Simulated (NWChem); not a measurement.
**SnH2Cl (SMILES [Cl][SnH2]) at 4 levels**

Aim: a comparison of 4 runs (UHF/def2-SVP, UPBE0/def2-SVP, U-wB97X/def2-TZVP, USVWN5/def2-TZVP) of SnH2Cl. 

The results are computed with NWChem 7.3.0.

### Step 1. The structure to begin with

The species is SnH2Cl (4 atoms), meant as a doublet with charge 0. As SMILES, `[Cl][SnH2]`. Geometry: relaxed at PBE0-D4/def2-TZVP.

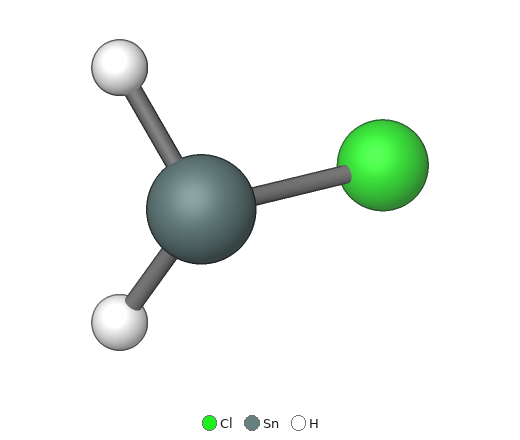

Viewed from a chosen angle; chlorine green, tin teal, hydrogen white.

### Step 2. Energy and forces at UHF/def2-SVP (core potential) (run 1)

File a.nw:

```
start a
title "ClH2Sn"
memory total 2200 mb

geometry units angstrom noautosym nocenter noautoz
   Cl   -1.882600    0.398400   -0.585000
   Sn    0.380000   -0.179600   -0.397100
   H     0.412500   -1.500000    0.709600
   H     1.145500    1.221000    0.252100
end

basis spherical bse
   * library def2-SVP
end

ecp bse
   Sn library def2-SVP
end

scf
   doublet
   uhf
   thresh 1e-08
   maxiter 80
   print low
end

task scf gradient
```

The run is started by

```
$ nwchem a.nw > a.out
```

Log:

```text
[...]
  functions       =    54
[...]
  wavefunction    = UHF
[...]
         Total SCF energy =   -673.871428000478
      One electron energy =  -1219.348018774240
      Two electron energy =    441.762234235487
 Nuclear repulsion energy =    103.714356538275
                       Sz =      0.5000
                 Sz(Sz+1) =      0.7500
                      S^2 =      0.7548
[...]
                         UHF ENERGY GRADIENTS
    atom               coordinates                        gradient
                 x          y          z           x          y          z
   1 Cl     -3.557598   0.752867  -1.105490    0.009232  -0.002222   0.001570
   2 Sn      0.718096  -0.339395  -0.750410   -0.008358   0.001554  -0.004210
   3 H       0.779512  -2.834589   1.340950   -0.000933  -0.001514   0.001634
   4 H       2.164681   2.307355   0.476400    0.000058   0.002182   0.001006
 Task  times  cpu:        7.3s     wall:        7.3s
 Total times  cpu:        7.4s     wall:        7.4s
```

Run time: 8.1 s. Hardware: 1 thread of Intel Xeon 6975P-C (Granite Rapids), shared host; peak memory 0.097 GiB.

### Step 3. Energy and gradient at UPBE0/def2-SVP (core potential) (run 2)

File clh2sn.nw:

```
start clh2sn
title "ClH2Sn PBE0"
memory 2200 mb
charge 0

geometry units angstrom noautosym nocenter noautoz
Cl      -1.882600       0.398400      -0.585000
Sn       0.380000      -0.179600      -0.397100
H        0.412500      -1.500000       0.709600
H        1.145500       1.221000       0.252100
end

basis spherical bse
Cl library def2-SVP
Sn library def2-SVP
H library def2-SVP
end

ecp bse
Sn library def2-SVP
end

dft
xc pbe0
mult 2
grid xfine
convergence energy 1e-08
iterations 100
mulliken
print medium
end

task dft gradient
```

The run is started by

```
$ nwchem clh2sn.nw > clh2sn.out
```

Log:

```text
[...]
          Wavefunction type:  spin polarized.
          No. of atoms     :     4
          No. of electrons :    41
[...]
          Charge           :     0
          Spin multiplicity:     2
[...]
          AO basis - number of functions:    54
[...]
              XC Information
              --------------
                         PBE0 Method XC Functional
                     Hartree-Fock (Exact) Exchange  0.250
          PerdewBurkeErnzerhof Exchange Functional  0.750
            Perdew 1991 LDA Correlation Functional  1.000 local
           PerdewBurkeErnz. Correlation Functional  1.000 non-local
[...]
 d= 0,ls=0.0,diis     1   -675.3592619600 -7.79D+02  1.11D-02  5.23D-02     1.6
[...]
 d= 0,ls=0.0,diis     9   -675.3969970896 -5.52D-09  1.27D-06  1.18D-09    12.9
[...]
         Total DFT energy =     -675.396997089640
      One electron energy =    -1219.722537488311
           Coulomb energy =      487.513513667647
    Exchange-Corr. energy =      -46.902329807252
 Nuclear repulsion energy =      103.714356538275
[...]
      <S2> =      0.7519 (Exact =     0.7500)
[...]
  wavefunction    = open shell
                         DFT ENERGY GRADIENTS
    atom               coordinates                        gradient
                 x          y          z           x          y          z
   1 Cl     -3.557598   0.752867  -1.105490    0.007411  -0.001863   0.000790
   2 Sn      0.718096  -0.339395  -0.750410   -0.005847   0.001862   0.001651
   3 H       0.779512  -2.834589   1.340950   -0.000366   0.001538  -0.001476
   4 H       2.164681   2.307355   0.476400   -0.001199  -0.001537  -0.000965
[...]
```

Wall time 16 s (1 thread of Intel Xeon 6975P-C (Granite Rapids), shared host); peak memory 0.13 GiB.

Run 3 isn't shown in full; the table further down has it.

### Step 4. Energy and gradient at USVWN5/def2-TZVP (core potential) (run 4)

File m1.nw:

```
start m1
title "ClH2Sn SVWN5"
memory stack 880 mb heap 220 mb global 1100 mb
geometry noautosym nocenter noautoz
  Cl    -1.882600     0.398400    -0.585000
  Sn     0.380000    -0.179600    -0.397100
  H      0.412500    -1.500000     0.709600
  H      1.145500     1.221000     0.252100
end
basis spherical bse
  * library def2-TZVP
end
ecp bse
  Sn library def2-TZVP
end
dft
  xc slater vwn_5
  mult 2
  grid fine
  convergence energy 1e-08
  maxiter 100
  mulliken
end
task dft gradient
```

The run is started by

```
$ nwchem m1.nw > m1.out
```

Log:

```text
[...]
          Wavefunction type:  spin polarized.
          No. of atoms     :     4
          No. of electrons :    41
[...]
          Charge           :     0
          Spin multiplicity:     2
[...]
          AO basis - number of functions:    99
[...]
              XC Information
              --------------
                        Slater Exchange Functional  1.000 local
                      VWN V Correlation Functional  1.000 local
[...]
 d= 0,ls=0.0,diis     1   -673.8155509215 -7.78D+02  8.78D-03  2.88D-01     2.0
[...]
 d= 0,ls=0.0,diis    11   -673.8783119440 -4.61D-09  2.56D-07  8.58D-10    16.1
[...]
         Total DFT energy =     -673.878311943984
      One electron energy =    -1219.590548755905
           Coulomb energy =      487.115197179646
    Exchange-Corr. energy =      -45.117316906001
 Nuclear repulsion energy =      103.714356538275
[...]
      <S2> =      0.7508 (Exact =     0.7500)
[...]
  wavefunction    = open shell
                         DFT ENERGY GRADIENTS
    atom               coordinates                        gradient
                 x          y          z           x          y          z
   1 Cl     -3.557598   0.752867  -1.105490   -0.002712   0.000620  -0.000660
   2 Sn      0.718096  -0.339395  -0.750410    0.002618  -0.000207   0.002913
   3 H       0.779512  -2.834589   1.340950    0.000484   0.001408  -0.001395
   4 H       2.164681   2.307355   0.476400   -0.000390  -0.001822  -0.000858
[...]
```

It took 24 s on 1 thread of Intel Xeon 6975P-C (Granite Rapids), shared host; peak memory 0.13 GiB.

### Step 5. Overview of the runs

| run | level | iteration cap | module | energy (Eh) | ⟨S²⟩ | largest force (eV/Å) | wall time |
| --- | --- | --- | --- | --- | --- | --- | --- |
| 1 | UHF/def2-SVP (core potential) | 80 | scf | -673.871428 | 0.755 | 0.495 | 8.1 s |
| 2 | UPBE0/def2-SVP (core potential) | 100 | dft | -675.396997 | 0.752 | 0.395 | 16 s |
| 3 | U-wB97X/def2-TZVP (core potential) | 100 | dft | -675.750654 | 0.753 | 0.051 | 93 s |
| 4 | USVWN5/def2-TZVP (core potential) | 100 | dft | -673.878312 | 0.751 | 0.202 | 24 s |

### Step 6. What came out

```
                                 quantity          value
                      run 4: total energy  -673.87831 Eh
                     run 4: dipole moment         2.24 D
run 4: HOMO energy (highest over α and β)       -5.59 eV
 run 4: LUMO energy (lowest over α and β)       -4.81 eV
                              run 4: ⟨S²⟩          0.751
          run 4: largest force on an atom     0.202 eV/Å
```

**Reading.** Over runs 2, 3, 4 the dipole moment (its size) runs from 2.24 D (USVWN5/def2-TZVP) to 2.52 D (U-wB97X/def2-TZVP). Totals of different functionals can't be ranked against each other. All runs together took 2.3 min, the longest 93 s.
